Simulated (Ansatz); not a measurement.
**Profile along the Ru–Ru line in Ru (hcp, Mg type)**

Ru (hcp, Mg type)

Space group P6₃/mmc (No. 194); a = b = 2.6919 Å, c = 4.2457 Å, α = β = 90.00°, γ = 120.00°

```csv
atom,site,symmetry,x,y,z
Ru,2d,-6m2,0.6667,0.3333,0.2500
```

Fields along a shortest Ru–Ru line of a (1 -1 0 0) plane (2.69 Å), from Ru to Ru, interpolated on the slice's grid (step about 0.1 Å). The numbers are results of PBEsol (plane waves to 420 eV, PAW, scalar-relativistic; Ansatz, a quantum-chemistry and plane-wave program), not measurements. k mesh 20×20×11. Near the nuclei the fields are pseudised (PAW); where an atom keeps semicore shells as valence, they peak there. Ru is run without spin polarisation. Ru was relaxed with its symmetry unable to fall.

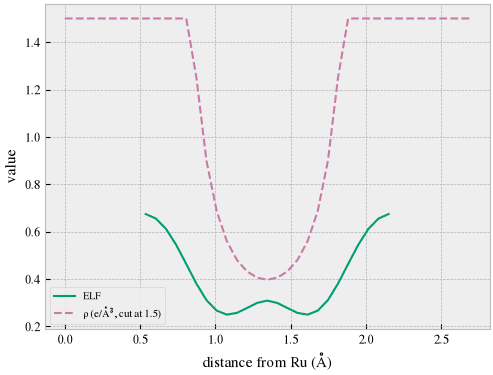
Figure. ELF (away from the nuclei) and valence density from Ru to Ru.

Density on the Ru–Ru line (2.69 Å) at its midpoint: 0.40 e/Å³. ELF at that point: 0.31.
